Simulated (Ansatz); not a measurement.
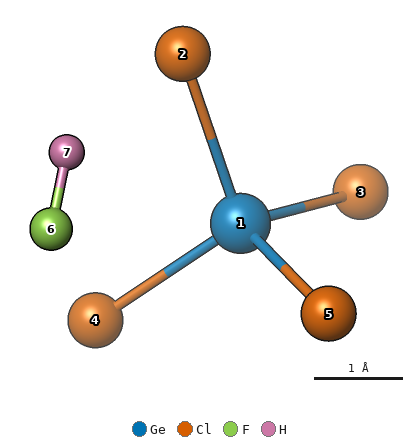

*The input geometry (ball-and-stick view, seen at a tilt; atoms are numbered from 1 in the order of the input). Sticks mark near contacts.*

**Nudged elastic band, with input and output: GeHCl4F**

GeHCl4F, computed with RKS B3LYP/def2-SVP (Ansatz 0.2.0).

One setting was made poor on purpose. It belongs to a series of runs on one base structure; here: band between the two ends. Figures and captions count atoms from 1; the log counts them from 0 in places.

Input file
```yaml
crystal:
  periodic: [false, false, false]
  atoms:
    - { symbol: Ge, position_ang: [0.282658, -5.0e-06, -0.113078] }
    - { symbol: Cl, position_ang: [0.25053, -4.3e-05, 2.060413] }
    - { symbol: Cl, position_ang: [2.347809, 6.4e-05, -0.700478] }
    - { symbol: Cl, position_ang: [-0.6577, 1.770062, -0.854645] }
    - { symbol: Cl, position_ang: [-0.657606, -1.770101, -0.854699] }
    - { symbol: F, position_ang: [-2.74757, -6.0e-05, 1.264696] }
    - { symbol: H, position_ang: [-2.099921, 8.3e-05, 1.931691] }
basis:
  gaussian: { orbitals: def2-SVP }
hamiltonian:
  xc: b3lyp
neb:
  order_check: false
  images: 3
  f_tol: 0.03
  max_iterations: 60
  climbing: false
  final_atoms:
    - { symbol: Ge, position_ang: [-0.33509681, -3.0e-08, -0.75384552] }
    - { symbol: Cl, position_ang: [-0.64567827, 5.32e-06, 3.92520608] }
    - { symbol: Cl, position_ang: [1.70525189, 4.688e-05, -0.14044445] }
    - { symbol: Cl, position_ang: [-0.83825342, 1.76599697, -1.8371774] }
    - { symbol: Cl, position_ang: [-0.838175, -1.76602503, -1.83716815] }
    - { symbol: F, position_ang: [-1.30747478, -1.783e-05, 0.6909899] }
    - { symbol: H, position_ang: [-1.02237362, -6.28e-06, 2.68633953] }
  initial_path:
    images:
      - { positions_ang: [[0.282658, -5.0e-06, -0.113078], [0.25053, -4.3e-05, 2.060413], [2.347809, 6.4e-05, -0.700478], [-0.6577, 1.770062, -0.854645], [-0.657606, -1.770101, -0.854699], [-2.74757, -6.0e-05, 1.264696], [-2.099921, 8.3e-05, 1.931691]] }
      - { positions_ang: [[0.14759916, 2.14e-06, -0.0487565], [0.08944777, -2.129e-05, 2.32229958], [2.23847014, 5.564e-05, -0.67762415], [-0.8330077, 1.79077807, -0.80611223], [-0.83292984, -1.79080343, -0.80614448], [-2.31673458, -4.234e-05, 0.92134174], [-1.77464496, 3.121e-05, 1.82889604]] }
      - { positions_ang: [[0.01254032, 9.29e-06, 0.015565], [-0.07163446, 4.2e-07, 2.58418615], [2.12913128, 4.729e-05, -0.6547703], [-1.00831539, 1.81149413, -0.75757947], [-1.00825367, -1.81150587, -0.75758995], [-1.88589916, -2.468e-05, 0.57798749], [-1.44936892, -2.057e-05, 1.72610107]] }
      - { positions_ang: [[-0.16127825, 4.63e-06, -0.36914026], [-0.35865636, 2.87e-06, 3.25469612], [1.91719159, 4.708e-05, -0.39760737], [-0.92328441, 1.78874555, -1.29737843], [-0.92321433, -1.78876545, -1.29737905], [-1.59668697, -2.126e-05, 0.6344887], [-1.23587127, -1.343e-05, 2.2062203]] }
      - { positions_ang: [[-0.33509681, -3.0e-08, -0.75384552], [-0.64567827, 5.32e-06, 3.92520608], [1.70525189, 4.688e-05, -0.14044445], [-0.83825342, 1.76599697, -1.8371774], [-0.838175, -1.76602503, -1.83716815], [-1.30747478, -1.783e-05, 0.6909899], [-1.02237362, -6.28e-06, 2.68633953]] }
```

Launch command:
```bash
ansatz run input.yaml --threads 4 --pin off --max-ram 5120MiB --backend cpu --events-out ev --progress --plain --runs-dir out
```

Log
```
Engine: ansatz 0.2.0, aarch64-unknown-linux-gnu
Functional definition: B3LYP
  parameter a0 = 0.2
  parameter ax = 0.72
  parameter ac = 0.81
  exchange = (1 - a0 - ax)*slater_x + ax*b88_x + a0*exact_x
  correlation = (1 - ac)*vwn_rpa_c + ac*lyp_c
1206 factors; integrals over basis functions are off by at most 3.6e-4 eV
mean field evaluation 1: about -109321.3129 eV, gradient 4.1e1 eV
mean field evaluation 2: about -109318.0689 eV, gradient 6.0e1 eV
mean field evaluation 4: about -109324.1129 eV, gradient 1.3e0 eV
mean field evaluation 8: about -109324.1317 eV, gradient 2.7e-2 eV
mean field -109324.13169523 eV, -4017.5877372417 hartree, gradient 5.0e-5 eV, S^2 0.000000; 0 other end points of the search recorded, 0 dependent functions left out
the calculation of the forces begins
reference -109324.13193934 eV, -4017.5877462124 hartree; 55, 55 occupied and 68, 68 virtual orbitals, 1206 factors
1208 factors; integrals over basis functions are off by at most 7.9e-4 eV
mean field evaluation 16: about -109316.0332 eV, gradient 7.2e1 eV
mean field -109324.20723600 eV, -4017.5905133137 hartree, gradient 6.1e-5 eV, S^2 0.000000; 0 other end points of the search recorded, 0 dependent functions left out
the calculation of the forces begins
reference -109324.20751249 eV, -4017.5905234747 hartree; 55, 55 occupied and 68, 68 virtual orbitals, 1208 factors
NEB end point (image 0): max|allowed force component| = 4.249e-3 eV/Å (the criterion of neb.relax_end_points is 1.000e-2)
NEB end point (image 4): max|allowed force component| = 2.627e-2 eV/Å (the criterion of neb.relax_end_points is 1.000e-2)
1208 factors; integrals over basis functions are off by at most 1.0e-3 eV
mean field evaluation 32: about -109314.8100 eV, gradient 7.1e1 eV
mean field -109323.43825303 eV, -4017.5622537110 hartree, gradient 3.4e-5 eV, S^2 0.000000; 0 other end points of the search recorded, 0 dependent functions left out
the calculation of the forces begins
reference -109323.43849908 eV, -4017.5622627530 hartree; 55, 55 occupied and 68, 68 virtual orbitals, 1208 factors
1210 factors; integrals over basis functions are off by at most 1.3e-3 eV
mean field -109321.54576419 eV, -4017.4927060289 hartree, gradient 1.7e-5 eV, S^2 0.000000; 0 other end points of the search recorded, 0 dependent functions left out
the calculation of the forces begins
reference -109321.54601065 eV, -4017.4927150860 hartree; 55, 55 occupied and 68, 68 virtual orbitals, 1210 factors
1209 factors; integrals over basis functions are off by at most 9.2e-4 eV
mean field evaluation 64: about -109322.9614 eV, gradient 8.1e0 eV
mean field -109323.10752701 eV, -4017.5500997538 hartree, gradient 2.9e-5 eV, S^2 0.000000; 0 other end points of the search recorded, 0 dependent functions left out
the calculation of the forces begins
reference -109323.10778201 eV, -4017.5501091249 hartree; 55, 55 occupied and 68, 68 virtual orbitals, 1209 factors
NEB iter   1: max|band force component| = 4.273e0 eV/Å  barrier→ = 2.5859 eV  barrier← = 2.6615 eV  Δτ_max = 0.2000 Å  (133 SCF iters)
these checks for a lower state are left out or cut short: starts, cluster_reference, orbital_swaps, neighbouring_geometries, increment
1207 factors; integrals over basis functions are off by at most 9.8e-4 eV
mean field -109323.78274773 eV, -4017.5749136577 hartree, gradient 9.5e-6 eV, S^2 0.000000; 0 other end points of the search recorded, 0 dependent functions left out
the calculation of the forces begins
reference -109323.78298954 eV, -4017.5749225441 hartree; 55, 55 occupied and 68, 68 virtual orbitals, 1207 factors
these checks for a lower state are left out or cut short: starts, cluster_reference, orbital_swaps, neighbouring_geometries, increment
1209 factors; integrals over basis functions are off by at most 1.1e-3 eV
mean field -109322.05384627 eV, -4017.5113777010 hartree, gradient 9.0e-6 eV, S^2 0.000000; 0 other end points of the search recorded, 0 dependent functions left out
the calculation of the forces begins
reference -109322.05409686 eV, -4017.5113869099 hartree; 55, 55 occupied and 68, 68 virtual orbitals, 1209 factors
these checks for a lower state are left out or cut short: starts, cluster_reference, orbital_swaps, neighbouring_geometries, increment
1208 factors; integrals over basis functions are off by at most 9.5e-4 eV
mean field evaluation 96: about -109323.6976 eV, gradient 1.3e-4 eV
mean field -109323.69760232 eV, -4017.5717846217 hartree, gradient 1.5e-5 eV, S^2 0.000000; 0 other end points of the search recorded, 0 dependent functions left out
the calculation of the forces begins
reference -109323.69786110 eV, -4017.5717941316 hartree; 55, 55 occupied and 68, 68 virtual orbitals, 1208 factors
NEB iter   2: max|band force component| = 2.260e0 eV/Å  barrier→ = 2.0778 eV  barrier← = 2.1534 eV  Δτ_max = 0.2000 Å  (97 SCF iters)
[... from here on the SCF iterations and repeated set-up lines of each step are left out, up to the last step ...]
NEB iter   3: max|band force component| = 9.979e-1 eV/Å  barrier→ = 1.4412 eV  barrier← = 1.5168 eV  Δτ_max = 0.2000 Å  (93 SCF iters)
NEB iter   4: max|band force component| = 1.037e0 eV/Å  barrier→ = 1.0890 eV  barrier← = 1.1645 eV  Δτ_max = 0.1017 Å  (89 SCF iters)
NEB iter   5: max|band force component| = 1.555e0 eV/Å  barrier→ = 0.9902 eV  barrier← = 1.0658 eV  Δτ_max = 0.0486 Å  (89 SCF iters)
NEB iter   6: max|band force component| = 6.474e-1 eV/Å  barrier→ = 0.8484 eV  barrier← = 0.9240 eV  Δτ_max = 0.0987 Å  (90 SCF iters)
NEB iter   7: max|band force component| = 3.691e-1 eV/Å  barrier→ = 0.7886 eV  barrier← = 0.8642 eV  Δτ_max = 0.0993 Å  (91 SCF iters)
NEB iter   8: max|band force component| = 2.796e-1 eV/Å  barrier→ = 0.7688 eV  barrier← = 0.8443 eV  Δτ_max = 0.0403 Å  (90 SCF iters)
NEB iter   9: max|band force component| = 1.147e-1 eV/Å  barrier→ = 0.7529 eV  barrier← = 0.8285 eV  Δτ_max = 0.0212 Å  (85 SCF iters)
these checks for a lower state are left out or cut short: starts, cluster_reference, orbital_swaps, neighbouring_geometries, increment
1207 factors; integrals over basis functions are off by at most 1.2e-3 eV
mean field -109323.65624734 eV, -4017.5702648542 hartree, gradient 6.1e-6 eV, S^2 0.000000; 0 other end points of the search recorded, 0 dependent functions left out
the calculation of the forces begins
reference -109323.65648806 eV, -4017.5702737003 hartree; 55, 55 occupied and 68, 68 virtual orbitals, 1207 factors
these checks for a lower state are left out or cut short: starts, cluster_reference, orbital_swaps, neighbouring_geometries, increment
1210 factors; integrals over basis functions are off by at most 1.1e-3 eV
mean field evaluation 256: about -109323.3795 eV, gradient 1.3e-4 eV
mean field -109323.37950439 eV, -4017.5600947382 hartree, gradient 1.4e-5 eV, S^2 0.000000; 0 other end points of the search recorded, 0 dependent functions left out
the calculation of the forces begins
reference -109323.37975286 eV, -4017.5601038695 hartree; 55, 55 occupied and 68, 68 virtual orbitals, 1210 factors
these checks for a lower state are left out or cut short: starts, cluster_reference, orbital_swaps, neighbouring_geometries, increment
1211 factors; integrals over basis functions are off by at most 9.0e-4 eV
mean field -109324.10626077 eV, -4017.5868025424 hartree, gradient 1.1e-5 eV, S^2 0.000000; 0 other end points of the search recorded, 0 dependent functions left out
the calculation of the forces begins
reference -109324.10652127 eV, -4017.5868121158 hartree; 55, 55 occupied and 68, 68 virtual orbitals, 1211 factors
1207 factors; integrals over basis functions are off by at most 1.2e-3 eV
mean field -109323.65624734 eV, -4017.5702648542 hartree, gradient 6.1e-6 eV, S^2 0.000000; 1 other end points of the search recorded, 0 dependent functions left out
the calculation of the forces begins
reference -109323.65648806 eV, -4017.5702737003 hartree; 55, 55 occupied and 68, 68 virtual orbitals, 1207 factors
1211 factors; integrals over basis functions are off by at most 9.0e-4 eV
mean field evaluation 288: about -109324.0897 eV, gradient 8.3e-2 eV
mean field -109324.10626077 eV, -4017.5868025424 hartree, gradient 1.1e-5 eV, S^2 0.000000; 1 other end points of the search recorded, 0 dependent functions left out
the calculation of the forces begins
reference -109324.10652127 eV, -4017.5868121158 hartree; 55, 55 occupied and 68, 68 virtual orbitals, 1211 factors
1210 factors; integrals over basis functions are off by at most 1.1e-3 eV
mean field -109323.37950439 eV, -4017.5600947382 hartree, gradient 1.4e-5 eV, S^2 0.000000; 1 other end points of the search recorded, 0 dependent functions left out
the calculation of the forces begins
reference -109323.37975286 eV, -4017.5601038695 hartree; 55, 55 occupied and 68, 68 virtual orbitals, 1210 factors
NEB iter  10: max|band force component| = 1.962e-2 eV/Å  barrier→ = 0.7522 eV  barrier← = 0.8277 eV  Δτ_max = 0.0000 Å  (161 SCF iters)
```

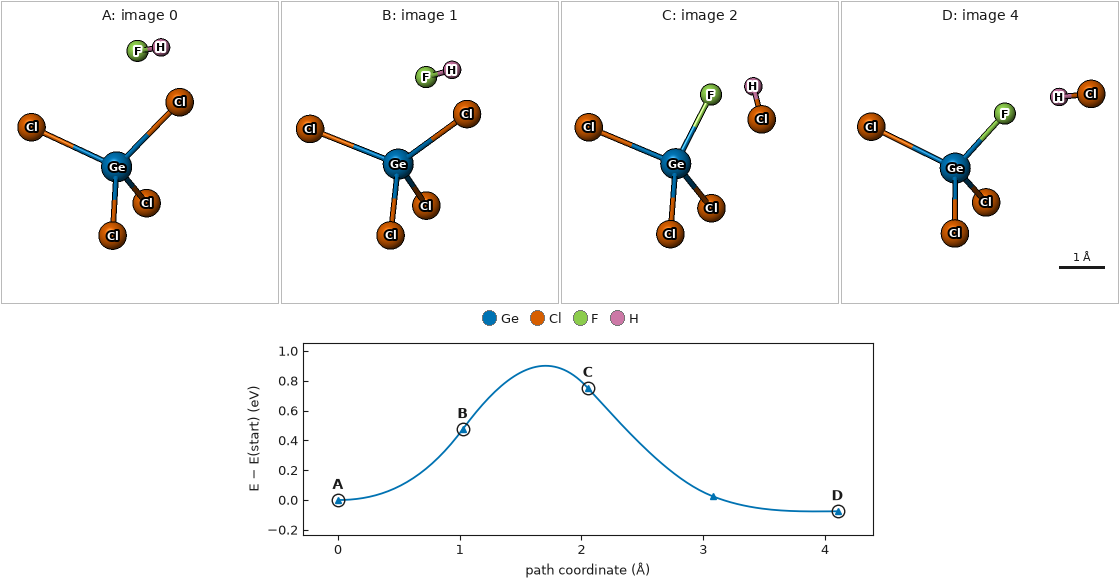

*Images of the last band (counted from 0; ball-and-stick, seen at a tilt) above the energy along the path; the line is a cubic interpolation that uses the forces.*

The highest image is number 2, 0.752 eV above the start and 0.828 eV above the end; the end lies 0.076 eV below the start. The path is 4.10 Å long. The band converged in 10 iterations.

```
Total energy: -109323.37975286 eV, -4017.5601038695 hartree
Atom 0 at    -0.392695     0.000000    -0.287489 Å, force    -0.218911    -0.000003    -0.244953 eV/Å
Atom 1 at     0.048249    -0.000002     2.664314 Å, force    -0.119064     0.000003     0.438829 eV/Å
Atom 2 at     1.779644     0.000045    -0.230044 Å, force    -0.241331    -0.000021     0.206971 eV/Å
Atom 3 at    -0.821368     1.886681    -1.200004 Å, force    -0.029531     0.055142    -0.253507 eV/Å
Atom 4 at    -0.821306    -1.886688    -1.200019 Å, force    -0.029503    -0.055134    -0.253505 eV/Å
Atom 5 at    -1.867986    -0.000027     0.742061 Å, force     0.256593     0.000018    -0.219865 eV/Å
Atom 6 at    -1.206337    -0.000008     2.245080 Å, force     0.381747    -0.000004     0.326030 eV/Å
Dipole moment:    -0.012802    -0.000001     0.027793 e Å
this run last wrote the band of iteration 10 to [file]
```

The last band as extended XYZ (Å, eV, eV/Å)
```
7
Properties=species:S:1:pos:R:3:forces:R:3 image=0 energy=-109324.13170
Ge    0.2827    0.0000   -0.1131   -0.0042  -0.0001  -0.0007
Cl    0.2505    0.0000    2.0604   -0.0003   0.0000  -0.0009
Cl    2.3478    0.0001   -0.7005    0.0033   0.0000   0.0002
Cl   -0.6577    1.7701   -0.8546    0.0003   0.0007   0.0007
Cl   -0.6576   -1.7701   -0.8547    0.0003  -0.0006   0.0007
F    -2.7476   -0.0001    1.2647   -0.0016   0.0000  -0.0003
H    -2.0999    0.0001    1.9317    0.0024   0.0000   0.0003
7
Properties=species:S:1:pos:R:3:forces:R:3 image=1 energy=-109323.65625
Ge   -0.0785    0.0000   -0.0287    0.3745   0.0000   0.3223
Cl    0.1771    0.0000    2.2703    0.1981   0.0000  -0.4945
Cl    2.0409    0.0000   -0.3993    0.3125   0.0000  -0.2477
Cl   -0.7978    1.7875   -0.9990    0.0007  -0.1195   0.2519
Cl   -0.7977   -1.7875   -0.9990    0.0007   0.1195   0.2519
F    -2.1506    0.0000    1.0219   -0.3410   0.0001   0.3681
H    -1.6752    0.0000    1.8676   -0.5457  -0.0001  -0.4520
7
Properties=species:S:1:pos:R:3:forces:R:3 image=2 energy=-109323.37950
Ge   -0.3927    0.0000   -0.2875   -0.2189   0.0000  -0.2450
Cl    0.0482    0.0000    2.6643   -0.1191   0.0000   0.4388
Cl    1.7796    0.0000   -0.2300   -0.2413   0.0000   0.2070
Cl   -0.8214    1.8867   -1.2000   -0.0295   0.0551  -0.2535
Cl   -0.8213   -1.8867   -1.2000   -0.0295  -0.0551  -0.2535
F    -1.8680    0.0000    0.7421    0.2566   0.0000  -0.2199
H    -1.2063    0.0000    2.2451    0.3817   0.0000   0.3260
7
Properties=species:S:1:pos:R:3:forces:R:3 image=3 energy=-109324.10626
Ge   -0.4269    0.0000   -0.5696   -0.0182   0.0000  -0.1095
Cl   -0.0911    0.0000    3.2860   -0.0134   0.0000   0.2207
Cl    1.5948    0.0000    0.1009   -0.0813   0.0000   0.0825
Cl   -0.8180    1.8145   -1.6166   -0.0254  -0.0242  -0.1490
Cl   -0.8180   -1.8145   -1.6166   -0.0254   0.0242  -0.1490
F    -1.6345    0.0000    0.6916    0.0913   0.0000   0.0122
H    -1.0881    0.0000    2.4583    0.0725   0.0000   0.0920
7
Properties=species:S:1:pos:R:3:forces:R:3 image=4 energy=-109324.20724
Ge   -0.3351    0.0000   -0.7538   -0.0054   0.0000  -0.0029
Cl   -0.6457    0.0000    3.9252   -0.0078   0.0000  -0.0263
Cl    1.7053    0.0000   -0.1404   -0.0041   0.0000  -0.0016
Cl   -0.8383    1.7660   -1.8372    0.0030  -0.0045   0.0049
Cl   -0.8382   -1.7660   -1.8372    0.0029   0.0045   0.0049
F    -1.3075    0.0000    0.6910    0.0037   0.0000  -0.0030
H    -1.0224    0.0000    2.6863    0.0077   0.0000   0.0240
```

Results in brief

| quantity | value |
| --- | --- |
| outcome | converged |
| barrier, forward | 0.752 eV |
| barrier, backward | 0.828 eV |
| hardware | 4 threads of Arm Neoverse V1, 24 GiB of memory available, shared host |
| wall time | 86 s (CPU time 5.3 min) |
| peak memory | 0.39 GiB |

Remarks

A deliberately poor setting: few images. The order of the saddle point was not checked.
